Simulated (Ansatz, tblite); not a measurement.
# (CuOH)2 ring (Cu2H2O2): charged states by level of theory

What does removing or adding an electron cost or gain for (CuOH)2 ring (Cu2H2O2)? Each charged state is run at several levels.

Computed with Ansatz 0.2.0, Gaussian basis. Level: as each input shows.

Plan: charge +1 doublet, at the geometry of the singlet (PBE0-D4/def2-TZVP, PBE-D4/def2-TZVP, r2SCAN-D4/def2-TZVP); charge -1 doublet, at the geometry of the singlet (PBE0-D4/def2-TZVPD, PBE-D4/def2-TZVPD, r2SCAN-D4/def2-TZVPD); the starting singlet's energies come from earlier runs.

## (1) The geometry

The geometry is that of the singlet, from an earlier relaxation (PBE-D4/def2-SVP).

6 atoms, charge 0, spin multiplicity 1.

Atoms are counted from 1 here; the program's logs count them from 0.

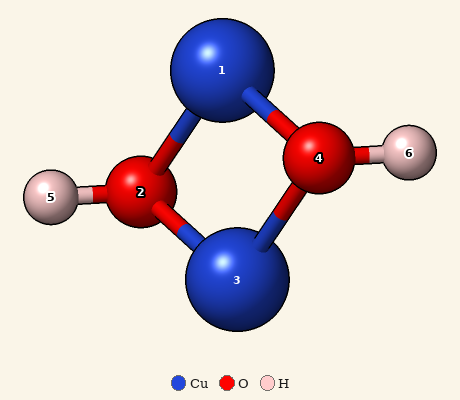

The structure; copper blue, oxygen red, hydrogen pink; atoms are numbered from 1 in the order of the file.

No spin-orbit coupling is included.

## (2) Charge +1 doublet at the fixed geometry, first pass, PBE0-D4/def2-SVP

in.yaml reads:

```yaml
crystal:
  periodic: [false, false, false]
  atoms:
    - {symbol: Cu, position_ang: [0.879372, -0.143295, 0.695393]}
    - {symbol: O, position_ang: [-0.148784, 1.544429, 0.506024]}
    - {symbol: Cu, position_ang: [-0.880547, 0.142406, -0.693998]}
    - {symbol: O, position_ang: [0.149296, -1.544407, -0.506690]}
    - {symbol: H, position_ang: [-0.724283, 1.729467, 1.273196]}
    - {symbol: H, position_ang: [0.724955, -1.728610, -1.273924]}
basis:
  gaussian: {orbitals: def2-SVP}
total_charge: 1
magnetization: {spin_polarized: true, initial_magnetization: 1}
hamiltonian: {xc: pbe0, dispersion: d4}
output: {orbitals: {seedname: orbitals}}
```

On the command line:

```console
> ansatz run in.yaml --threads 2 --pin off --events-out ev --progress --plain --max-ram 4352MiB
```

Standard output:

```text
Functional definition: PBE0
  name "PBE0"
  cite "Adamo & Barone, J. Chem. Phys. 110, 6158 (1999) doi:10.1063/1.478522"
  cite "Perdew, Burke & Ernzerhof, Phys. Rev. Lett. 77, 3865 (1996) doi:10.1103/PhysRevLett.77.3865"
  parent pbe
  parameter a = 0.25
  parameter kappa = 0.804
  parameter beta = 0.06672455060314922
  exchange = (1 - a)*pbe_x(kappa = kappa, mu = beta*pi^2/3) + a*exact_x
  correlation = pbe_c(beta = beta)
1054 factors; integrals over basis functions are off by at most 6.3e-4 eV
mean field evaluation 1: about -93348.0448 eV, gradient 7.8e1 eV
mean field evaluation 2: about -93151.7057 eV, gradient 2.7e2 eV
mean field evaluation 4: about -93366.2974 eV, gradient 1.9e1 eV
mean field evaluation 8: about -93367.5066 eV, gradient 6.5e-1 eV
mean field evaluation 16: about -93367.7067 eV, gradient 2.7e-3 eV
mean field evaluation 32: about -93367.7067 eV, gradient 1.9e-5 eV
mean field -93367.70667978 eV, -3431.1999335775 hartree, gradient 6.4e-6 eV, S^2 0.758483; 6 other end points of the search recorded, 0 dependent functions left out
reference -93367.70674871 eV, -3431.1999361104 hartree; 38, 37 occupied and 62, 63 virtual orbitals, 1054 factors
Total energy: -93367.80695167 eV, -3431.2036185011 hartree
```

Wall time 14 s (2 threads of Arm Neoverse V2, shared host).

From the report: HOMO -12.69 eV, LUMO -10.00 eV (over both spins); ⟨S²⟩ 0.758 (pure: 0.75).

## (3) Charge +1 doublet at the fixed geometry, PBE0-D4/def2-TZVP

start.molden holds the orbitals of an earlier run on this state, given as this run's starting guess.

in.yaml, as its differences from that of step 2:

```diff
@@ -10,3 +10,3 @@
 basis:
-  gaussian: {orbitals: def2-SVP}
+  gaussian: {orbitals: def2-TZVP, initial_orbitals: start.molden}
 total_charge: 1
@@ -14,2 +14,3 @@
 hamiltonian: {xc: pbe0, dispersion: d4}
+scf: {omitted_lower_state_checks: [starts]}
 output: {orbitals: {seedname: orbitals}}
```

The command is unchanged.

Standard output:

```text
Functional definition: PBE0
  name "PBE0"
  cite "Adamo & Barone, J. Chem. Phys. 110, 6158 (1999) doi:10.1063/1.478522"
  cite "Perdew, Burke & Ernzerhof, Phys. Rev. Lett. 77, 3865 (1996) doi:10.1103/PhysRevLett.77.3865"
  parent pbe
  parameter a = 0.25
  parameter kappa = 0.804
  parameter beta = 0.06672455060314922
  exchange = (1 - a)*pbe_x(kappa = kappa, mu = beta*pi^2/3) + a*exact_x
  correlation = pbe_c(beta = beta)
these checks for a lower state are left out or cut short: starts
1474 factors; their error is unknown
mean field evaluation 1: about -93382.1092 eV, gradient 1.2e2 eV
mean field evaluation 2: about -93385.2527 eV, gradient 4.3e0 eV
mean field evaluation 4: about -93385.4894 eV, gradient 2.8e-1 eV
mean field evaluation 8: about -93385.4897 eV, gradient 2.6e-5 eV
mean field -93385.48965999 eV, -3431.8534460462 hartree, gradient 9.1e-6 eV, S^2 0.759865; 0 other end points of the search recorded, 0 dependent functions left out
reference -93385.48969354 eV, -3431.8534472793 hartree; 38, 37 occupied and 126, 127 virtual orbitals, 1474 factors
Total energy: -93385.58989650 eV, -3431.8571296700 hartree
Checks for a lower state left out: starts
```

Wall time 22 s (2 threads of Arm Neoverse V2, shared host); peak memory 0.98 GiB.

From the report: HOMO -12.91 eV, LUMO -10.23 eV (over both spins); ⟨S²⟩ 0.760 (pure: 0.75).

## (4) Charge +1 doublet at the fixed geometry, PBE-D4/def2-TZVP

in.yaml, as its differences from that of step 3:

```diff
@@ -13,3 +13,3 @@
 magnetization: {spin_polarized: true, initial_magnetization: 1}
-hamiltonian: {xc: pbe0, dispersion: d4}
+hamiltonian: {xc: pbe, dispersion: d4}
 scf: {omitted_lower_state_checks: [starts]}
```

The command is unchanged.

Standard output:

```text
Functional definition: PBE
  name "PBE"
  cite "Perdew, Burke & Ernzerhof, Phys. Rev. Lett. 77, 3865 (1996) doi:10.1103/PhysRevLett.77.3865"
  parent pbe
  parameter kappa = 0.804
  parameter beta = 0.06672455060314922
  exchange = pbe_x(kappa = kappa, mu = beta*pi^2/3)
  correlation = pbe_c(beta = beta)
these checks for a lower state are left out or cut short: starts
1296 factors; their error is unknown
mean field evaluation 1: about -93386.0137 eV, gradient 8.8e0 eV
mean field evaluation 2: about -93386.2583 eV, gradient 3.0e-1 eV
mean field evaluation 4: about -93386.1979 eV, gradient 1.9e-1 eV
mean field evaluation 8: about -93386.1980 eV, gradient 1.5e-5 eV
mean field evaluation 16: about -93386.1980 eV, gradient 3.4e-6 eV
mean field -93386.19797888 eV, -3431.8794762855 hartree, gradient 3.4e-6 eV, S^2 0.752793; 0 other end points of the search recorded, 0 dependent functions left out
reference -93386.19802515 eV, -3431.8794779858 hartree; 38, 37 occupied and 126, 127 virtual orbitals, 1296 factors
Total energy: -93386.31824817 eV, -3431.8838961003 hartree
Checks for a lower state left out: starts
```

It took 7 s on 2 threads of Arm Neoverse V2, shared host.

From the report: HOMO -11.63 eV, LUMO -11.21 eV (over both spins); ⟨S²⟩ 0.753 (pure: 0.75).

## (5) Charge +1 doublet at the fixed geometry, r2SCAN-D4/def2-TZVP

in.yaml, as its differences from that of step 4:

```diff
@@ -13,3 +13,3 @@
 magnetization: {spin_polarized: true, initial_magnetization: 1}
-hamiltonian: {xc: pbe, dispersion: d4}
+hamiltonian: {xc: r2scan, dispersion: d4}
 scf: {omitted_lower_state_checks: [starts]}
```

The command is unchanged.

Standard output, shortened:

```text
Functional definition: r2SCAN
  name "r2SCAN"
  cite "Furness, Kaplan, Ning, Perdew & Sun, J. Phys. Chem. Lett. 11, 8208 (2020) doi:10.1021/acs.jpclett.0c02405"
  cite "Furness, Kaplan, Ning, Perdew & Sun, J. Phys. Chem. Lett. 11, 9248 (2020) doi:10.1021/acs.jpclett.0c03077"
  parent r2scan
[...]
1296 factors; their error is unknown
[...]
mean field -93401.02737433 eV, -3432.4244465163 hartree, gradient 1.6e-6 eV, S^2 0.756128; 0 other end points of the search recorded, 0 dependent functions left out
reference -93401.02739203 eV, -3432.4244471668 hartree; 38, 37 occupied and 126, 127 virtual orbitals, 1296 factors
Total energy: -93401.05227075 eV, -3432.4253614430 hartree
Checks for a lower state left out: starts
```

Wall time 20 s (2 threads of Arm Neoverse V2, shared host).

Report: HOMO -11.82 eV, LUMO -11.01 eV (over both spins); ⟨S²⟩ 0.756 (pure: 0.75).

## (6) Vertical ionisation energy

Charged state less starting state, singlet to doublet; the starting state's energies are those of its earlier runs.

| level | vertical ionisation energy (eV) | time |
| --- | --- | --- |
| PBE-D4/def2-TZVP | +7.76 | 9.8 s |
| r2SCAN-D4/def2-TZVP | +7.66 | 27 s |
| PBE0-D4/def2-TZVP | +8.04 | 26 s |

Times add the two runs; a level without a time comes out of a correlated run.

Beside −ε(HOMO) of the starting state:

| level | −ε(HOMO) (eV) | by difference (eV) | mismatch (eV) |
| --- | --- | --- | --- |
| PBE-D4/def2-TZVP | 4.36 | 7.76 | -3.40 |
| r2SCAN-D4/def2-TZVP | 4.39 | 7.66 | -3.27 |
| PBE0-D4/def2-TZVP | 5.94 | 8.04 | -2.10 |

## (7) Charge -1 doublet at the fixed geometry, first pass, PBE0-D4/def2-SVP

in.yaml, as its differences from that of step 5:

```diff
@@ -10,7 +10,6 @@
 basis:
-  gaussian: {orbitals: def2-TZVP, initial_orbitals: start.molden}
-total_charge: 1
+  gaussian: {orbitals: def2-SVP}
+total_charge: -1
 magnetization: {spin_polarized: true, initial_magnetization: 1}
-hamiltonian: {xc: r2scan, dispersion: d4}
-scf: {omitted_lower_state_checks: [starts]}
+hamiltonian: {xc: pbe0, dispersion: d4}
 output: {orbitals: {seedname: orbitals}}
```

The command is unchanged.

Standard output, shortened:

```text
Functional definition: PBE0
  name "PBE0"
  cite "Adamo & Barone, J. Chem. Phys. 110, 6158 (1999) doi:10.1063/1.478522"
  cite "Perdew, Burke & Ernzerhof, Phys. Rev. Lett. 77, 3865 (1996) doi:10.1103/PhysRevLett.77.3865"
  parent pbe
[...]
1054 factors; integrals over basis functions are off by at most 6.3e-4 eV
[...]
mean field -93375.16248768 eV, -3431.4739294639 hartree, gradient 4.9e-5 eV, S^2 0.764089; 4 other end points of the search recorded, 0 dependent functions left out
reference -93375.16252308 eV, -3431.4739307649 hartree; 39, 38 occupied and 61, 62 virtual orbitals, 1054 factors
Total energy: -93375.28745903 eV, -3431.4785220762 hartree
```

Run time: 9 s. Hardware: 2 threads of Arm Neoverse V2, shared host.

HOMO 1.55 eV, LUMO 3.11 eV (over both spins); ⟨S²⟩ 0.764 (pure: 0.75). Doubts: highest occupied level lies above zero.

## (8) Charge -1 doublet at the fixed geometry, PBE0-D4/def2-TZVPD

in.yaml, as its differences from that of step 7:

```diff
@@ -10,3 +10,3 @@
 basis:
-  gaussian: {orbitals: def2-SVP}
+  gaussian: {orbitals: def2-TZVPD, initial_orbitals: start.molden}
 total_charge: -1
@@ -14,2 +14,3 @@
 hamiltonian: {xc: pbe0, dispersion: d4}
+scf: {omitted_lower_state_checks: [starts]}
 output: {orbitals: {seedname: orbitals}}
```

Launched as before.

Standard output:

```text
Functional definition: PBE0
  name "PBE0"
  cite "Adamo & Barone, J. Chem. Phys. 110, 6158 (1999) doi:10.1063/1.478522"
  cite "Perdew, Burke & Ernzerhof, Phys. Rev. Lett. 77, 3865 (1996) doi:10.1103/PhysRevLett.77.3865"
  parent pbe
  parameter a = 0.25
  parameter kappa = 0.804
  parameter beta = 0.06672455060314922
  exchange = (1 - a)*pbe_x(kappa = kappa, mu = beta*pi^2/3) + a*exact_x
  correlation = pbe_c(beta = beta)
these checks for a lower state are left out or cut short: starts
1566 factors; their error is unknown
mean field evaluation 1: about -93389.2307 eV, gradient 1.2e2 eV
mean field evaluation 2: about -93393.1760 eV, gradient 6.4e0 eV
mean field evaluation 4: about -93393.8709 eV, gradient 7.0e-2 eV
mean field evaluation 8: about -93394.1069 eV, gradient 9.1e-6 eV
mean field -93394.10686010 eV, -3432.1701223093 hartree, gradient 9.1e-6 eV, S^2 0.764625; 0 other end points of the search recorded, 0 dependent functions left out
reference -93394.10689100 eV, -3432.1701234448 hartree; 39, 38 occupied and 155, 156 virtual orbitals, 1566 factors
Total energy: -93394.23182694 eV, -3432.1747147561 hartree
Checks for a lower state left out: starts
```

Wall time 16 s (2 threads of Arm Neoverse V2, shared host); peak memory 0.83 GiB.

Report: HOMO 0.95 eV, LUMO 2.53 eV (over both spins); ⟨S²⟩ 0.765 (pure: 0.75). Doubts: highest occupied level lies above zero.

## (9) Charge -1 doublet at the fixed geometry, PBE-D4/def2-TZVPD

in.yaml, as its differences from that of step 8:

```diff
@@ -13,3 +13,3 @@
 magnetization: {spin_polarized: true, initial_magnetization: 1}
-hamiltonian: {xc: pbe0, dispersion: d4}
+hamiltonian: {xc: pbe, dispersion: d4}
 scf: {omitted_lower_state_checks: [starts]}
```

Launched as before.

Standard output:

```text
Functional definition: PBE
  name "PBE"
  cite "Perdew, Burke & Ernzerhof, Phys. Rev. Lett. 77, 3865 (1996) doi:10.1103/PhysRevLett.77.3865"
  parent pbe
  parameter kappa = 0.804
  parameter beta = 0.06672455060314922
  exchange = pbe_x(kappa = kappa, mu = beta*pi^2/3)
  correlation = pbe_c(beta = beta)
these checks for a lower state are left out or cut short: starts
1408 factors; their error is unknown
mean field evaluation 1: about -93394.6398 eV, gradient 9.0e0 eV
mean field evaluation 2: about -93394.9350 eV, gradient 5.6e-1 eV
mean field evaluation 4: about -93394.9053 eV, gradient 1.9e-1 eV
mean field evaluation 8: about -93394.9054 eV, gradient 1.9e-5 eV
mean field -93394.90535529 eV, -3432.1994664665 hartree, gradient 1.9e-5 eV, S^2 0.765586; 0 other end points of the search recorded, 0 dependent functions left out
reference -93394.90539500 eV, -3432.1994679256 hartree; 39, 38 occupied and 155, 156 virtual orbitals, 1408 factors
Total energy: -93395.05522531 eV, -3432.2049740879 hartree
Checks for a lower state left out: starts
```

It took 7.5 s on 2 threads of Arm Neoverse V2, shared host.

Report: HOMO 1.23 eV, LUMO 1.67 eV (over both spins); ⟨S²⟩ 0.766 (pure: 0.75). Doubts: highest occupied level lies above zero.

## (10) Charge -1 doublet at the fixed geometry, r2SCAN-D4/def2-TZVPD

in.yaml, as its differences from that of step 9:

```diff
@@ -13,3 +13,3 @@
 magnetization: {spin_polarized: true, initial_magnetization: 1}
-hamiltonian: {xc: pbe, dispersion: d4}
+hamiltonian: {xc: r2scan, dispersion: d4}
 scf: {omitted_lower_state_checks: [starts]}
```

Launched as before.

Standard output:

```text
Functional definition: r2SCAN
  name "r2SCAN"
  cite "Furness, Kaplan, Ning, Perdew & Sun, J. Phys. Chem. Lett. 11, 8208 (2020) doi:10.1021/acs.jpclett.0c02405"
  cite "Furness, Kaplan, Ning, Perdew & Sun, J. Phys. Chem. Lett. 11, 9248 (2020) doi:10.1021/acs.jpclett.0c03077"
  parent r2scan
  parameter k0 = 0.174
  parameter k1 = 0.065
  parameter a1 = 4.9479
  exchange = r2scan_x(k0 = k0, k1 = k1, a1 = a1)
  correlation = r2scan_c
these checks for a lower state are left out or cut short: starts
1408 factors; their error is unknown
mean field evaluation 1: about -93409.4575 eV, gradient 5.2e0 eV
mean field evaluation 2: about -93409.5966 eV, gradient 6.4e-1 eV
mean field evaluation 4: about -93409.5716 eV, gradient 1.9e-1 eV
mean field evaluation 8: about -93409.5716 eV, gradient 1.8e-5 eV
mean field -93409.57164072 eV, -3432.7384425147 hartree, gradient 1.8e-5 eV, S^2 0.815509; 0 other end points of the search recorded, 0 dependent functions left out
reference -93409.57166975 eV, -3432.7384435817 hartree; 39, 38 occupied and 155, 156 virtual orbitals, 1408 factors
Total energy: -93409.60335174 eV, -3432.7396078733 hartree
Checks for a lower state left out: starts
```

It took 20 s on 2 threads of Arm Neoverse V2, shared host.

From the report: HOMO 1.08 eV, LUMO 2.00 eV (over both spins); ⟨S²⟩ 0.816 (pure: 0.75). Doubts: highest occupied level lies above zero.

## (11) Vertical electron affinity

Starting state less charged state (positive: the electron is bound), singlet to doublet; the starting state's energies are those of its earlier runs.

| level | vertical electron affinity (eV) | time |
| --- | --- | --- |
| PBE-D4/def2-TZVPD | +0.80 | 11 s |
| r2SCAN-D4/def2-TZVPD | +0.74 | 29 s |
| PBE0-D4/def2-TZVPD | +0.45 | 22 s |

Times add the two runs; a level without a time comes out of a correlated run.

Beside −ε(LUMO) of the starting state:

| level | −ε(LUMO) (eV) | by difference (eV) | mismatch (eV) |
| --- | --- | --- | --- |
| PBE-D4/def2-TZVPD | 2.91 | 0.80 | +2.10 |
| r2SCAN-D4/def2-TZVPD | 2.57 | 0.74 | +1.83 |
| PBE0-D4/def2-TZVPD | 1.85 | 0.45 | +1.40 |

## (12) Results

```
                                             quantity                                  value
 vertical ionisation energy, functionals in def2-TZVP  7.66 (r2SCAN-D4) to 8.04 eV (PBE0-D4)
vertical electron affinity, functionals in def2-TZVPD     0.45 (PBE0-D4) to 0.80 eV (PBE-D4)
```

In words: The vertical ionisation energy spans 7.66 to 8.04 eV over the functionals. −ε(HOMO) misses the level's own difference by -2.10 eV at best (PBE0-D4) and -3.40 eV at worst (PBE-D4). The vertical electron affinity spans 0.45 to 0.80 eV over the functionals. The anion's highest level lies above zero where self-interaction lifts it, so diffuse functions weigh on these values. −ε(LUMO) misses the level's own difference by +1.40 eV at best (PBE0-D4) and +2.10 eV at worst (PBE-D4). The charged states' spins were chosen beforehand and needn't be their lowest.
